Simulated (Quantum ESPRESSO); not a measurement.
# 1T-PtSe2, 1 layer: a series in biaxial strain, part 3 of 7

What law, if any, do the results for 1T-PtSe2, 1 layer follow against biaxial strain?

Quantum ESPRESSO 7.5; plane-wave DFT, PBE, GBRV ultrasoft pseudopotentials.

So far. Step 2 (Relaxing cell and ions of the reference):  The last row is no step: it is a fresh SCF in the final cell with a new plane-wave basis, +0 meV from the row before. Step 3 (Relaxing the ions, -4 %): The relaxation lowers the energy by 32 meV an atom.

## 4. Self-consistent run, -4 %

The self-consistent run of this member.

m0.scf.in reads:

```
&control
  prefix = 'm0.scf'
  outdir = './out'
  pseudo_dir = './pseudo'
  calculation = 'scf'
  tprnfor = .true.
/
&system
  ibrav = 0
  nat = 3
  ntyp = 2
  ecutwfc = 40
  ecutrho = 200
  occupations = 'smearing'
  smearing = 'fd'
  degauss = 0.002
  nbnd = 18
/
&electrons
  conv_thr = 1e-09
  mixing_beta = 0.4
  electron_maxstep = 120
  mixing_mode = 'plain'
/
ATOMIC_SPECIES
  Se  78.9710  se_pbe_v1.uspp.F.UPF
  Pt  195.0840  pt_pbe_v1.4.uspp.F.UPF
CELL_PARAMETERS angstrom
  3.59572344384000 0.00000000000000 0.00000000000000
  -1.79786172192000 3.11398784736000 0.00000000000000
  0.00000000000000 0.00000000000000 17.26771779500000
ATOMIC_POSITIONS crystal
  Se  0.666666666700 0.333333333300 0.419210753400
  Pt  0.000000000000 0.000000000000 0.500000000000
  Se  0.333333333300 0.666666666700 0.580789246600
K_POINTS automatic
  12 12 1 0 0 0
```

Command:

```console
OMP_NUM_THREADS=1 mpirun -n 4 pw.x -nk 4 -in m0.scf.in > m0.scf.out
```

What it wrote:

```text
[banner, memory and clock lines left out]
Program PWSCF v.7.5 starts
[citation notice left out]

[...]
Message from routine setup:
[...]
bravais-lattice index     =            0
     lattice parameter (alat)  =       6.7949  a.u.
     unit-cell volume          =    1304.7723 (a.u.)^3
     number of atoms/cell      =            3
     number of atomic types    =            2
     number of electrons       =        28.00
     number of Kohn-Sham states=           18
     kinetic-energy cutoff     =      40.0000  Ry
     charge density cutoff     =     200.0000  Ry
     scf convergence threshold =      1.0E-09
     mixing beta               =       0.4000
     number of iterations used =            8  plain     mixing
     Exchange-correlation=  SLA  PW   PBX  PBC
                           (   1   4   3   4   0   0   0)

[...]
PseudoPot. # 1 for Se read from file:
     ./pseudo/se_pbe_v1.uspp.F.UPF
     Pseudo is Ultrasoft + core correction, Zval =  6.0
     Generated by new atomic code, or converted to UPF format
     Using radial grid of  877 points,  6 beta functions with:
                l(1) =   0
                l(2) =   0
                l(3) =   1
                l(4) =   1
                l(5) =   2
                l(6) =   2
     Q(r) pseudized with  8 coefficients,  rinner =    1.300   1.300   1.300
                                                       1.300   1.300

     PseudoPot. # 2 for Pt read from file:
     ./pseudo/pt_pbe_v1.4.uspp.F.UPF
     Pseudo is Ultrasoft + core correction, Zval = 16.0
     Generated by new atomic code, or converted to UPF format
     Using radial grid of  985 points,  6 beta functions with:
                l(1) =   0
                l(2) =   0
                l(3) =   1
                l(4) =   1
                l(5) =   2
                l(6) =   2
     Q(r) pseudized with  8 coefficients,  rinner =    1.300   1.300   1.300
                                                       1.300   1.300

     atomic species   valence    mass     pseudopotential
     Se                6.00    78.97100     Se( 1.00)
     Pt               16.00   195.08400     Pt( 1.00)

     12 Sym. Ops., with inversion, found

[...]
number of k points=    19  Fermi-Dirac smearing, width (Ry)=  0.0020
[...]
Dense  grid:    62463 G-vectors     FFT dimensions: (  32,  32, 150)

     Smooth grid:    44657 G-vectors     FFT dimensions: (  27,  27, 135)

     Initial potential from superposition of free atoms

     starting charge      27.4998, renormalised to      28.0000

     negative rho (up, down):  1.810E-01 0.000E+00
     Starting wfcs are   20 randomized atomic wfcs

     per-process dynamical memory:    50.7 Mb

     Self-consistent Calculation

     iteration #  1     ecut=    40.00 Ry     beta= 0.40
     Davidson diagonalization with overlap
     ethr =  1.00E-02,  avg # of iterations =  5.1

     negative rho (up, down):  1.710E-01 0.000E+00

     total energy              =    -297.28636899 Ry
     estimated scf accuracy    <       1.87514869 Ry

     iteration #  2     ecut=    40.00 Ry     beta= 0.40
[...]
negative rho (up, down):  1.730E-01 0.000E+00

[...]
total energy              =    -297.78115146 Ry
     estimated scf accuracy    <       1.41281955 Ry

     iteration #  3     ecut=    40.00 Ry     beta= 0.40
[...]
negative rho (up, down):  1.718E-01 0.000E+00

[...]
total energy              =    -297.97470985 Ry
     estimated scf accuracy    <       0.01514711 Ry

     iteration #  4     ecut=    40.00 Ry     beta= 0.40
[...]
negative rho (up, down):  1.714E-01 0.000E+00

[...]
total energy              =    -297.97678773 Ry
     estimated scf accuracy    <       0.00419275 Ry

     iteration #  5     ecut=    40.00 Ry     beta= 0.40
[...]
negative rho (up, down):  1.715E-01 0.000E+00

[...]
total energy              =    -297.97725035 Ry
     estimated scf accuracy    <       0.00066844 Ry

     iteration #  6     ecut=    40.00 Ry     beta= 0.40
[...]
negative rho (up, down):  1.715E-01 0.000E+00

[...]
total energy              =    -297.97742992 Ry
     estimated scf accuracy    <       0.00016254 Ry

     iteration #  7     ecut=    40.00 Ry     beta= 0.40
[...]
negative rho (up, down):  1.716E-01 0.000E+00

[...]
total energy              =    -297.97746579 Ry
     estimated scf accuracy    <       0.00000405 Ry

     iteration #  8     ecut=    40.00 Ry     beta= 0.40
[...]
negative rho (up, down):  1.716E-01 0.000E+00

[...]
total energy              =    -297.97748000 Ry
     estimated scf accuracy    <       0.00000050 Ry

     iteration #  9     ecut=    40.00 Ry     beta= 0.40
[...]
negative rho (up, down):  1.716E-01 0.000E+00

[...]
total energy              =    -297.97748013 Ry
     estimated scf accuracy    <          9.7E-09 Ry

     iteration # 10     ecut=    40.00 Ry     beta= 0.40
[...]
negative rho (up, down):  1.716E-01 0.000E+00

[...]
total energy              =    -297.97748016 Ry
     estimated scf accuracy    <          1.4E-09 Ry

     iteration # 11     ecut=    40.00 Ry     beta= 0.40
[...]
negative rho (up, down):  1.716E-01 0.000E+00

[...]
End of self-consistent calculation

          k = 0.0000 0.0000 0.0000 (  5549 PWs)   bands (ev):

   -53.4668 -53.4128 -53.4128 -14.8256 -13.1808  -6.1153  -5.6553  -5.6553
    -3.5781  -3.5781  -2.1741  -1.5817  -0.4125  -0.4125   2.4311   2.4311
     3.8257   4.5593

          k = 0.0000 0.0962 0.0000 (  5536 PWs)   bands (ev):

   -53.4666 -53.4140 -53.4131 -14.7430 -13.1732  -6.0280  -5.6991  -5.6122
    -3.6881  -3.6294  -2.3579  -1.4413  -0.5595  -0.4057   1.8965   2.3107
     4.0456   4.6683

[...]
the Fermi energy is     0.1733 ev

!    total energy              =    -297.97748016 Ry
     estimated scf accuracy    <          5.6E-10 Ry
     smearing contrib. (-TS)   =      -0.00000000 Ry
     internal energy E=F+TS    =    -297.97748016 Ry

     The total energy is F=E-TS. E is the sum of the following terms:
     one-electron contribution =    -894.52532419 Ry
     hartree contribution      =     451.60340863 Ry
     xc contribution           =    -116.30735638 Ry
     ewald contribution        =     261.25179178 Ry

     convergence has been achieved in  11 iterations

     negative rho (up, down):  1.716E-01 0.000E+00

     Forces acting on atoms (cartesian axes, Ry/au):

     atom    1 type  1   force =     0.00000000    0.00000000   -0.00017279
     atom    2 type  2   force =     0.00000000    0.00000000    0.00000000
     atom    3 type  1   force =    -0.00000000   -0.00000000    0.00017279

     Total force =     0.000244     Total SCF correction =     0.000052
     SCF correction compared to forces is large: reduce conv_thr to get better values

[...]
```

The job ended after 16 s (4 MPI ranks of Intel Xeon Platinum 8559C (Emerald Rapids), shared host; peak memory 0.45 GiB; 62 s of CPU time).

Numbers from this step:

| Item | Value |
| --- | --- |
| free energy | -4054.1902 eV |
| Fermi energy | 0.1733 eV |
| valence top, on the run's zero | -0.4057 eV |
| conduction bottom, on the run's zero | 0.7205 eV |
| gap by band count | 1.126 eV |

## 5. Electrostatic potential, -4 %

plot_num = 11 writes the bare and Hartree potential, from which vacuum levels or, in a crystal, the mean potential are read.

m0.pot.in reads:

```
&inputpp
  prefix = 'm0.scf'
  outdir = './out'
  filplot = 'm0.pot.dat'
  plot_num = 11
/
```

Command:

```console
OMP_NUM_THREADS=1 mpirun -n 4 pp.x -in m0.pot.in > m0.pot.out
```

What it wrote:

```text
[banner, memory and clock lines left out]
Program POST-PROC v.7.5 starts

          URL

     ./out/m0.scf.save/

     IMPORTANT: XC functional enforced from input :
     Exchange-correlation= PBE
                           (   1   4   3   4   0   0   0)
     Any further DFT definition will be discarded
     Please, verify this is what you really want

     negative rho (up, down):  1.716E-01 0.000E+00

     Calling punch_plot, plot_num =  11
     Writing data to file  m0.pot.dat
     Message from routine chdens:
     namelist plot not found or invalid, exiting
```

Elapsed: 1.5 s, on 4 MPI ranks; peak memory 0.09 GiB.

Numbers from this step:

| Quantity | Value |
| --- | --- |
| slope of the potential above | 8.84e-5 eV/Å |
| upper vacuum line continued to the top atoms, over the valence top | 5.358 eV |
| slope of the potential below | -1.06e-4 eV/Å |
| lower vacuum line continued to the bottom atoms, over the valence top | 5.358 eV |
| vacuum level at the upper face over the valence top of the mesh | 5.359 eV |
| vacuum level at the lower face over the valence top of the mesh | 5.359 eV |

Electrostatic potential energy of an electron; zero at the highest filled level of the SCF mesh. The potential energy, planar mean by z:

| z (Å) | potential energy, planar mean (eV) |
| --- | --- |
| 0 | 5.36 |
| 1 | 5.36 |
| 2 | 5.36 |
| 3 | 5.36 |
| 4 | 5.35 |
| 5 | 5.29 |
| 6 | 4.14 |
| 7 | -10.6 |
| 8 | -7.82 |
| 9 | -11.6 |
| 10 | -13.2 |
| 11 | 2.68 |
| 12 | 5.21 |
| 13 | 5.35 |
| 14 | 5.36 |
| 15 | 5.36 |
| 16 | 5.36 |
| 17 | 5.36 |

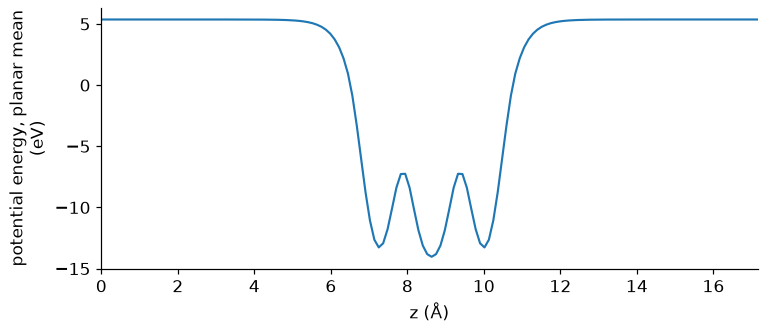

Potential energy, planar mean against z.

(Continued in part 4 of 7.)

[Logs are printed without paths, hosts, clocks, repeated set-up lines and the standing remarks that a program may print on its own settings, such as how far it seeks lower states.]

[Hosts, paths, dates, database ids (printed as entryN), source tags and the programs' standing remarks are cut or masked in the printed files.]

[Maps of the electrostatic potential energy from Ansatz leave out the sawtooth potential of an applied field or a dipole correction, so their vacuum need not be flat; planar profiles and work functions include it.]
